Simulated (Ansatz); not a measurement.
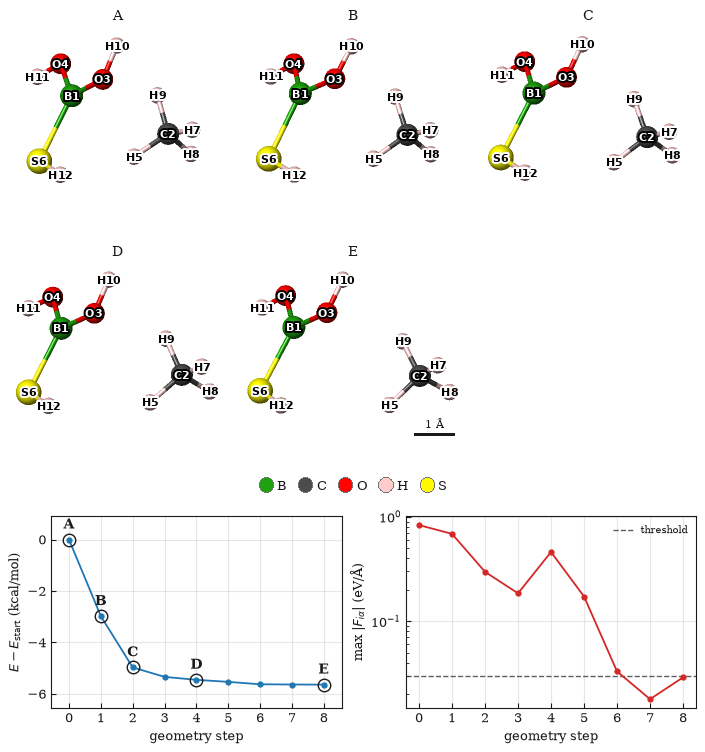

Frames of a relaxation of CH₇BO₂S, marked on the history of the run. A ball-and-stick model, seen at a tilt.

The run prepares an end point of a later path (reaction) calculation, from a guessed geometry.

Level of theory: Ansatz 0.2.0, RHF/def2-SVP. Settings: no spin polarisation; force threshold 0.03 eV/Å; at most 50 steps.

**What happens along the run?**

After 8 geometry steps the energy has fallen by 5.64 kcal/mol. The largest force component goes from 0.83 to 0.029 eV/Å. H5 moves most after the best rigid fit: 0.69 Å. Largest moves by element: H 0.69 Å, C 0.52 Å, S 0.44 Å, B 0.40 Å, O 0.34 Å. Among the contacts that change: B1–S6 1.872 → 1.840 Å, C2–H5 1.079 → 1.090 Å. The run took 9.5 s on 2 threads of Intel(R) Xeon(R) 6975P-C (Granite Rapids), on a shared host, peak memory 0.23 GiB. From step 0 to 1: B1 moves most (0.19 Å), energy −2.98 kcal/mol. From step 1 to 2: H5 moves most (0.20 Å), energy −1.99 kcal/mol. From step 2 to 4: H5 moves most (0.21 Å), energy −0.48 kcal/mol. From step 4 to 8: H5 moves most (0.14 Å), energy −0.19 kcal/mol.

```
step  E − E(0), kcal/mol  largest force component, eV/Å
   0                0.00                         0.8321
   1               -2.98                         0.6859
   2               -4.97                         0.2972
   3               -5.34                         0.1850
   4               -5.45                         0.4598
   5               -5.53                         0.1725
   6               -5.62                         0.0331
   7               -5.63                         0.0180
   8               -5.64                         0.0290
```

Limits of the set-up: the start holds two separate molecules, 2.4 Å apart at their closest, whose relative position is a soft coordinate and is computed without a dispersion correction; Hartree-Fock leaves out electron correlation.
